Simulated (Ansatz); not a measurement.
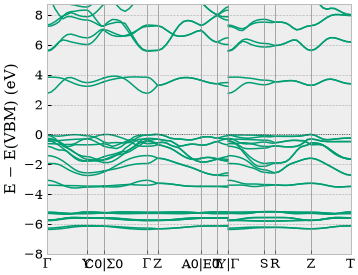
Figure. Band structure from the program Ansatz at the r²SCAN+D4 level (PAW)

Read off the gap and where the band edges lie.

About 2.8 eV (2.75 eV by a search for the band edges); maximum on the Σ0–Γ line, 7 % of the way from Σ0, minimum at Γ.

The material is HgBr$_{2}$ in space group Cmc2_1 (No. 36; Hg on 4a, Br on 4a, Br on 4a).

The workflow started from an entry of the Crystallography Open Database (COD). Whether it is the stable phase at ambient conditions was not checked. The r²SCAN+D4 relaxation kept the symmetry of its start; whether a distortion lowers the energy is not shown. Spin–orbit coupling is left out wherever it is not named.

Potentials: the later of the program's two PAW sets.
